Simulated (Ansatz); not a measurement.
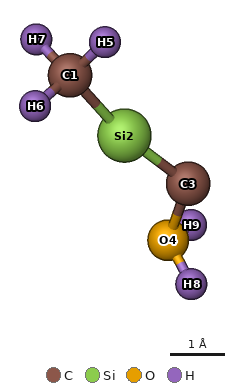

This is the input geometry for a relaxation of C2H5OSi (charge +1). The picture is a ball-and-stick view, seen from a free direction.

The run prepares an end point of a later path (inversion) calculation, from a guessed geometry.

Level of theory: RKS PBE0/def2-SVP in Ansatz.

The input:
```yaml
crystal:
  periodic: [false, false, false]
  atoms:
    - { symbol: C, position_ang: [0.0661, 1.69191, -1.29607] }
    - { symbol: Si, position_ang: [0.0242, 0.11471, -0.29837] }
    - { symbol: C, position_ang: [0.02061, -1.48884, 0.34265] }
    - { symbol: O, position_ang: [-0.11653, -1.76378, 1.8202] }
    - { symbol: H, position_ang: [0.20372, 1.46971, -2.35746] }
    - { symbol: H, position_ang: [0.89067, 2.33943, -0.98007] }
    - { symbol: H, position_ang: [-0.8671, 2.25477, -1.18993] }
    - { symbol: H, position_ang: [0.67927, -2.27772, 2.05988] }
    - { symbol: H, position_ang: [-0.90093, -2.34019, 1.89917] }
total_charge: 1
basis:
  gaussian: { orbitals: def2-SVP }
hamiltonian:
  xc: pbe0
relax:
  f_tol: 0.015
  max_steps: 40
```

Run as
```bash
ansatz run input.yaml --threads 1 --pin off --max-ram 2048MiB --backend cpu --events-out ev --progress --plain --runs-dir out
```

What does the optimiser find from here?

Over 9 accepted moves (11 points after the start) the energy falls by 16.8 kcal/mol. Largest force component: 2.2 eV/Å at the start, 0.0099 eV/Å at the end. The line search rejected the trial steps at points 7, 10 of the run. The atom that moves furthest after the best rigid fit is Si2 (0.85 Å). Largest moves by element: Si 0.85 Å, C 0.63 Å, H 0.60 Å, O 0.27 Å. Near-neighbour distances that change, for instance: C3–O4 1.509 → 1.388 Å, Si2–C3 1.727 → 1.648 Å, C1–Si2 1.867 → 1.859 Å, C1–H5 1.093 → 1.099 Å. Bond angles that change, for instance: C1–Si2–C3 169.4° → 131.7°, Si2–C3–O4 122.2° → 147.0°, C3–O4–H8 105.2° → 117.5°.

History of the run:

```csv
step,"E − E(0), kcal/mol","largest force component, eV/Å",note
0,0.00,2.1831,
1,-6.64,1.3944,
2,-11.63,1.3711,
3,-11.66,2.5256,
4,-15.71,0.6634,
5,-16.36,0.4090,
6,-16.69,0.2305,
7,-16.51,0.2985,rejected
8,-16.82,0.1280,
9,-16.83,0.0476,
10,-16.83,0.0220,rejected
11,-16.83,0.0099,
```

Final geometry:

```xyz
9

C     0.0671    1.6302   -1.2727
Si   -0.0506    0.6837    0.3235
C    -0.0297   -0.9326    0.6427
O    -0.0885   -1.9289    1.6071
H     0.2033    0.9235   -2.1034
H     0.9191    2.3241   -1.2169
H    -0.8567    2.2114   -1.4128
H     0.7342   -2.4300    1.7925
H    -0.8984   -2.4814    1.6400
```

After the run, drawn alike:

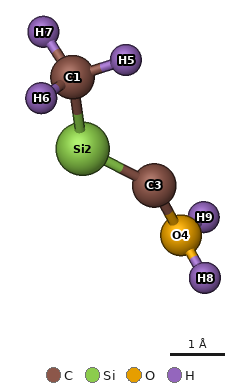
